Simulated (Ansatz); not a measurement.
# AlAsH2+ (quartet): the correlation ladder, cc-pVTZ

Aim: climb from Hartree-Fock through coupled cluster for AlAsH2+ (quartet) at one geometry and basis, and see what each rung misses.

The runs use Ansatz 0.2.0, Gaussian basis; cc-pVTZ, core rule «outside noble gas», up to 19 orbitals frozen.

Plan: UHF; CCSD(T) on ROHF; CCSD(T) on UHF; BCCD(T) on ROHF; CCSDT(Q) on ROHF; CCSDT(Q) on UHF.

14 further runs of the same task are left out: 8 for a known fault of the program, 6 set aside as unsound or not needed.

## (1) The geometry

The geometry is a PBE0/def2-TZVP stationary point (not a proven minimum) of the parent state, kept for this charge and spin. No spin-orbit coupling is included. The filled d shell of As may be among the frozen orbitals whatever the setting's name suggests; the logs give the count.

4 atoms, charge 1, spin multiplicity 4.

Atoms are counted from 1 here; the program's logs count them from 0.

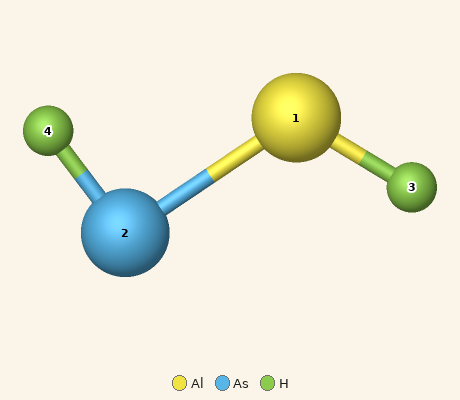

The structure; aluminium yellow, arsenic blue, hydrogen green; atoms are numbered from 1 in the order of the file.

In the tables R marks a restricted open-shell determinant and U an unrestricted one; energies count from the table's Hartree-Fock row.

## (2) UHF

Contents of in.yaml:

```yaml
crystal:
  periodic: [false, false, false]
  atoms:
    - {symbol: Al, position_ang: [0.000000, -0.143301, 1.790435]}
    - {symbol: As, position_ang: [0.000000, 0.054308, -0.667817]}
    - {symbol: H, position_ang: [0.000000, 1.258720, 2.580257]}
    - {symbol: H, position_ang: [0.000000, -1.459507, -0.868621]}
basis:
  gaussian: {orbitals: cc-pVTZ}
total_charge: 1
magnetization: {spin_polarized: true, initial_magnetization: 3}
hamiltonian: {xc: hf}
output: {orbitals: {seedname: orbitals}}
```

On the command line:

```console
ansatz run in.yaml --threads 1 --pin off --events-out ev --progress --plain --max-ram 4096MiB --backend cpu
```

Standard output:

```text
Functional definition: HF
  name "HF"
  cite "Fock, Z. Phys. 61, 126 (1930) doi:10.1007/BF01340294"
  parent pbe
  exchange = exact_x
  correlation = 0
942 factors; their error is unknown
mean field evaluation 1: about -67399.5587 eV, gradient 9.0e0 eV
mean field evaluation 2: about -67400.4943 eV, gradient 4.2e0 eV
mean field evaluation 4: about -67400.7729 eV, gradient 8.1e-1 eV
mean field evaluation 8: about -67400.8193 eV, gradient 1.6e-1 eV
mean field evaluation 16: about -67401.3747 eV, gradient 8.8e0 eV
mean field -67402.63290417 eV, -2477.0010720827 hartree, gradient 2.4e-5 eV, S^2 3.779613; 0 other end points of the search recorded, 0 dependent functions left out
reference -67402.63290417 eV, -2477.0010720827 hartree; 25, 22 occupied and 80, 83 virtual orbitals, 942 factors
Total energy: -67402.63290417 eV, -2477.0010720827 hartree
```

Wall time 1.6 s (1 thread of AMD EPYC 7R13, shared host).

From the report: ⟨S²⟩ of the determinant 3.780 (pure quartet: 3.75).

## (3) CCSD(T) on ROHF

in.yaml: that of step 2 with these lines changed.

```diff
@@ -10,4 +10,4 @@
 total_charge: 1
-magnetization: {spin_polarized: true, initial_magnetization: 3}
-hamiltonian: {xc: hf}
-output: {orbitals: {seedname: orbitals}}
+magnetization: {spin_polarized: false, initial_magnetization: 3}
+correlation: {method: ccsd_t, electrons: outside_noble_gas}
+output: {forces: true}
```

On the command line:

```console
ansatz run in.yaml --threads 2 --pin off --events-out ev --progress --plain --max-ram 24576MiB --backend cuda --devices 0, --max-vram 18GiB
```

Standard output, shortened:

```text
Functional definition: HF
  name "HF"
  cite "Fock, Z. Phys. 61, 126 (1930) doi:10.1007/BF01340294"
  parent pbe
[...]
655 factors; integrals over basis functions are off by at most 1.3e-3 eV
[...]
mean field -67402.44192487 eV, -2476.9940537230 hartree, gradient 1.1e-6 eV, S^2 3.750000; 1 other end points of the search recorded, 0 dependent functions left out
[...]
determinant -67402.44192487 eV, -2476.9940537230 hartree, with singles and doubles -67407.36533025 eV, -2477.1749855335 hartree
determinant -67399.82884965 eV, -2476.8980249800 hartree, with singles and doubles -67405.06067014 eV, -2477.0902908365 hartree
19 core orbitals not correlated: weight in the atoms' cores, before any rotation towards them, 1.000 or more for the frozen orbitals, at most 0.000 for the correlated occupied ones
reference -67402.44192487 eV, -2476.9940537230 hartree; 6, 3 occupied and 80, 83 virtual orbitals, 655 factors
second order -3.87632348 eV of doubles, -0.08961872 eV of singles
cycle   1  -4.82991969 eV  change   -3.2e-1 eV  update   2.2e-2
[...]
cycle  14  -4.85475478 eV  change    3.0e-7 eV  update   7.3e-7
perturbative correction -0.17330379 eV, -0.0063687966 hartree
[...]
Total energy: -67407.46998344 eV, -2477.1788314671 hartree
Atom 0 at     0.000000    -0.143301     1.790435 Å, force    -0.000000    -0.345737     1.889062 eV/Å
Atom 1 at     0.000000     0.054308    -0.667817 Å, force     0.000000     0.164872    -1.346642 eV/Å
Atom 2 at     0.000000     1.258720     2.580257 Å, force     0.000000     0.153123    -0.296499 eV/Å
Atom 3 at     0.000000    -1.459507    -0.868621 Å, force    -0.000000     0.027743    -0.245921 eV/Å
Dipole moment:    -0.000000    -0.112083     0.466922 e Å
```

Run time: 21 s. Hardware: 1 × H100 (card shared with other runs) with 2 threads of AMD EPYC 7R13, shared host; peak host memory 0.96 GiB.

From the report: correlation -5.0281 eV; T1 0.042; largest double amplitude 0.04.

## (4) CCSD(T) on UHF

in.yaml: that of step 3 with these lines changed.

```diff
@@ -10,3 +10,3 @@
 total_charge: 1
-magnetization: {spin_polarized: false, initial_magnetization: 3}
+magnetization: {spin_polarized: true, initial_magnetization: 3}
 correlation: {method: ccsd_t, electrons: outside_noble_gas}
```

Launched as before.

Standard output, shortened:

```text
Functional definition: HF
  name "HF"
  cite "Fock, Z. Phys. 61, 126 (1930) doi:10.1007/BF01340294"
  parent pbe
[...]
655 factors; integrals over basis functions are off by at most 1.3e-3 eV
[...]
mean field -67402.63363512 eV, -2477.0010989447 hartree, gradient 2.1e-6 eV, S^2 3.779613; 2 other end points of the search recorded, 0 dependent functions left out
determinant -67402.63363512 eV, -2477.0010989447 hartree, with singles and doubles -67407.38467983 eV, -2477.1756966175 hartree
determinant -67400.37501051 eV, -2476.9180960212 hartree, with singles and doubles -67405.26747056 eV, -2477.0978906119 hartree
determinant -67400.09061785 eV, -2476.9076447839 hartree, with singles and doubles -67405.03713228 eV, -2477.0894258363 hartree
19 core orbitals not correlated: weight in the atoms' cores, before any rotation towards them, 1.000 or more for the frozen orbitals, at most 0.000 for the correlated occupied ones
reference -67402.63363512 eV, -2477.0010989447 hartree; 6, 3 occupied and 80, 83 virtual orbitals, 655 factors
second order -3.79061476 eV of doubles, -0.00000000 eV of singles
cycle   1  -4.66279470 eV  change   -3.2e-1 eV  update   2.1e-2
[...]
cycle  14  -4.68215589 eV  change    3.5e-7 eV  update   5.5e-7
perturbative correction -0.16567062 eV, -0.0060882830 hartree
[...]
Total energy: -67407.48146163 eV, -2477.1792532830 hartree
Atom 0 at     0.000000    -0.143301     1.790435 Å, force    -0.000000    -0.345321     1.883390 eV/Å
Atom 1 at     0.000000     0.054308    -0.667817 Å, force     0.000000     0.160672    -1.342508 eV/Å
Atom 2 at     0.000000     1.258720     2.580257 Å, force     0.000000     0.155720    -0.292664 eV/Å
Atom 3 at     0.000000    -1.459507    -0.868621 Å, force    -0.000000     0.028929    -0.248219 eV/Å
Dipole moment:    -0.000000    -0.111949     0.467236 e Å
```

Wall time 9 s (1 × H100 (card shared with other runs) with 2 threads of AMD EPYC 7R13, shared host); peak host memory 0.97 GiB.

From the report: ⟨S²⟩ of the determinant 3.780 (pure quartet: 3.75); correlation -4.8478 eV; T1 0.026; largest double amplitude 0.04.

## (5) BCCD(T) on ROHF

in.yaml: that of step 4 with these lines changed.

```diff
@@ -10,4 +10,3 @@
 total_charge: 1
-magnetization: {spin_polarized: true, initial_magnetization: 3}
-correlation: {method: ccsd_t, electrons: outside_noble_gas}
-output: {forces: true}
+magnetization: {spin_polarized: false, initial_magnetization: 3}
+correlation: {method: bccd_t, electrons: outside_noble_gas}
```

The command is unchanged.

Standard output, shortened:

```text
Functional definition: HF
  name "HF"
  cite "Fock, Z. Phys. 61, 126 (1930) doi:10.1007/BF01340294"
  parent pbe
[...]
655 factors; integrals over basis functions are off by at most 1.3e-3 eV
[...]
mean field -67402.44192487 eV, -2476.9940537230 hartree, gradient 1.1e-6 eV, S^2 3.750000; 1 other end points of the search recorded, 0 dependent functions left out
[...]
determinant -67402.44192487 eV, -2476.9940537230 hartree, with singles and doubles -67407.36533025 eV, -2477.1749855335 hartree
determinant -67399.82884965 eV, -2476.8980249800 hartree, with singles and doubles -67405.06067014 eV, -2477.0902908365 hartree
19 core orbitals not correlated: weight in the atoms' cores, before any rotation towards them, 1.000 or more for the frozen orbitals, at most 0.000 for the correlated occupied ones
reference -67402.44192487 eV, -2476.9940537230 hartree; 6, 3 occupied and 80, 83 virtual orbitals, 655 factors
second order -3.87632348 eV of doubles, -0.08961872 eV of singles
cycle   1  -4.84555960 eV  change   -3.4e-1 eV  update   2.6e-2
[...]
cycle  12  -4.85630182 eV  change    2.7e-6 eV  update   1.1e-5
perturbative correction -0.17442337 eV, -0.0064099404 hartree
Total energy: -67407.47265006 eV, -2477.1789294637 hartree
```

Wall time 9.5 s (1 × H100 (card shared with other runs) with 2 threads of AMD EPYC 7R13, shared host); peak host memory 0.82 GiB.

From the report: correlation -5.0307 eV; largest double amplitude 0.04.

## (6) CCSDT(Q) on ROHF

in.yaml: that of step 5 with these lines changed.

```diff
@@ -11,2 +11,2 @@
 magnetization: {spin_polarized: false, initial_magnetization: 3}
-correlation: {method: bccd_t, electrons: outside_noble_gas}
+correlation: {method: ccsdt_q, electrons: outside_noble_gas}
```

Same command.

Standard output, shortened:

```text
Functional definition: HF
  name "HF"
  cite "Fock, Z. Phys. 61, 126 (1930) doi:10.1007/BF01340294"
  parent pbe
[...]
1261 factors; integrals over basis functions are off by at most 1.9e-7 eV
[...]
mean field -67402.44193748 eV, -2476.9940541863 hartree, gradient 1.6e-6 eV, S^2 3.750000; 1 other end points of the search recorded, 0 dependent functions left out
[...]
determinant -67402.44193748 eV, -2476.9940541863 hartree, with singles and doubles -67407.36535128 eV, -2477.1749863064 hartree
determinant -67399.82886823 eV, -2476.8980256627 hartree, with singles and doubles -67405.06068397 eV, -2477.0902913449 hartree
19 core orbitals not correlated: weight in the atoms' cores, before any rotation towards them, 1.000 or more for the frozen orbitals, at most 0.000 for the correlated occupied ones
reference -67402.44193748 eV, -2476.9940541863 hartree; 6, 3 occupied and 80, 83 virtual orbitals, 1261 factors
second order -3.87633642 eV of doubles, -0.08961887 eV of singles
cycle   1  -4.55462099 eV  change   -5.9e-1 eV  update   7.8e-2
[...]
cycle  21  -5.06676968 eV  change    6.3e-7 eV  update   2.2e-7
perturbative correction -0.00678120 eV, -0.0002492044 hartree
Total energy: -67407.51548836 eV, -2477.1805037421 hartree
```

Run time: 17 s. Hardware: 1 × H100 (card shared with other runs) with 2 threads of AMD EPYC 7R13, shared host; peak host memory 0.9 GiB.

From the report: correlation -5.0736 eV; T1 0.047; largest double amplitude 0.05.

## (7) CCSDT(Q) on UHF

in.yaml: that of step 6 with these lines changed.

```diff
@@ -10,3 +10,3 @@
 total_charge: 1
-magnetization: {spin_polarized: false, initial_magnetization: 3}
+magnetization: {spin_polarized: true, initial_magnetization: 3}
 correlation: {method: ccsdt_q, electrons: outside_noble_gas}
```

Launched as before.

Standard output, shortened:

```text
Functional definition: HF
  name "HF"
  cite "Fock, Z. Phys. 61, 126 (1930) doi:10.1007/BF01340294"
  parent pbe
[...]
1261 factors; integrals over basis functions are off by at most 1.9e-7 eV
[...]
mean field -67402.63364800 eV, -2477.0010994179 hartree, gradient 1.1e-6 eV, S^2 3.779613; 2 other end points of the search recorded, 0 dependent functions left out
determinant -67402.63364800 eV, -2477.0010994179 hartree, with singles and doubles -67407.38470071 eV, -2477.1756973848 hartree
determinant -67400.37502469 eV, -2476.9180965424 hartree, with singles and doubles -67405.26748993 eV, -2477.0978913236 hartree
determinant -67400.09063612 eV, -2476.9076454551 hartree, with singles and doubles -67405.03714864 eV, -2477.0894264373 hartree
19 core orbitals not correlated: weight in the atoms' cores, before any rotation towards them, 1.000 or more for the frozen orbitals, at most 0.000 for the correlated occupied ones
reference -67402.63364800 eV, -2477.0010994179 hartree; 6, 3 occupied and 80, 83 virtual orbitals, 1261 factors
second order -3.79062657 eV of doubles, -0.00000000 eV of singles
cycle   1  -4.38725025 eV  change   -6.0e-1 eV  update   7.7e-2
[...]
cycle  20  -4.88624727 eV  change    2.7e-7 eV  update   4.3e-7
perturbative correction -0.00662726 eV, -0.0002435472 hartree
Total energy: -67407.52652252 eV, -2477.1809092401 hartree
```

Run time: 14 s. Hardware: 1 × H100 (card shared with other runs) with 2 threads of AMD EPYC 7R13, shared host; peak host memory 0.88 GiB.

From the report: ⟨S²⟩ of the determinant 3.780 (pure quartet: 3.75); correlation -4.8929 eV; T1 0.030; largest double amplitude 0.05.

## (8) The ladder

The yardstick is UCCSDT(Q), where the cluster series has nearly closed. Rows without a time come out of other runs: HF, MP2 and CCSD of CCSD(T), CCSDT of CCSDT(Q). The times of RCCSD(T), UCCSD(T) include forces.

Differences are taken before rounding.

```csv
method,energy from the lowest ROHF (kJ/mol),from UCCSDT(Q) (kJ/mol),time
ROHF,0.0,+490.6,
UHF,-18.5,+472.1,
RMP2,-382.7,+107.9,
UMP2,-384.2,+106.4,
RCCSD,-468.4,+22.2,
UCCSD,-470.3,+20.3,
RCCSD(T),-485.1,+5.5,21 s
UCCSD(T),-486.2,+4.3,9 s
BCCD(T),-485.4,+5.2,9.5 s
RCCSDT,-488.9,+1.7,
UCCSDT,-489.9,+0.6,
RCCSDT(Q),-489.5,+1.1,17 s
UCCSDT(Q),-490.6,0,14 s
```

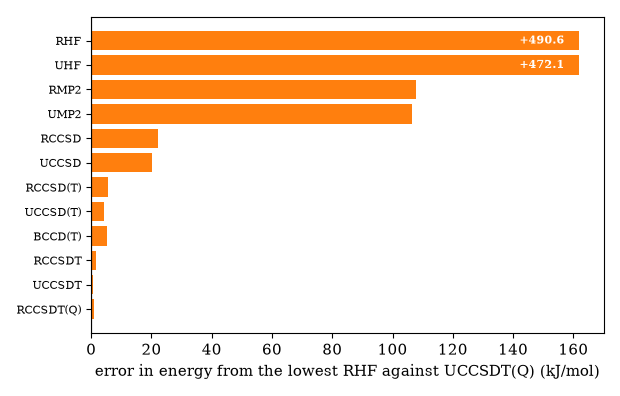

Deviations from UCCSDT(Q), method by method. Bars with a number in them are cut short.

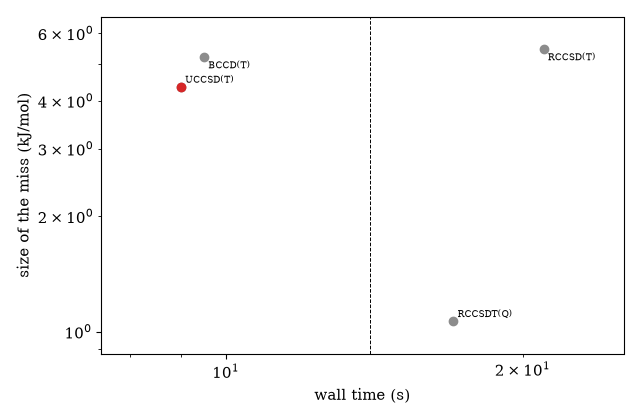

Miss against cost. Red marks the levels that no quicker level drawn beats (of those quicker than the yardstick), and the dashed line is the time of UCCSDT(Q). Times are from a shared host.

## (9) Summary of results

| quantity | value |
| --- | --- |
| UCCSDT(Q) from the ROHF energy | -5.0846 eV |
| RMP2 from UCCSDT(Q) | +107.9 kJ/mol |
| UMP2 from UCCSDT(Q) | +106.4 kJ/mol |
| RCCSD from UCCSDT(Q) | +22.2 kJ/mol |
| RCCSD(T) from UCCSDT(Q) | +5.5 kJ/mol |
| UCCSD(T) from UCCSDT(Q) | +4.3 kJ/mol |
| RCCSDT(Q) from UCCSDT(Q) | +1.1 kJ/mol |
| levels within 1 kcal/mol (43 meV) | RCCSDT, UCCSDT, RCCSDT(Q) |
| T1 diagnostic | 0.042 |

In words: RCCSD(T) lands +5.5 kJ/mol from the yardstick (1.1 % of the correlation energy). These misses are within one basis, not against nature; the frozen cores of restricted and unrestricted runs differ, which can shift their rows.

For cost: UCCSD(T) gets within 4.3 kJ/mol in 9 s, where UCCSDT(Q) took 14 s.
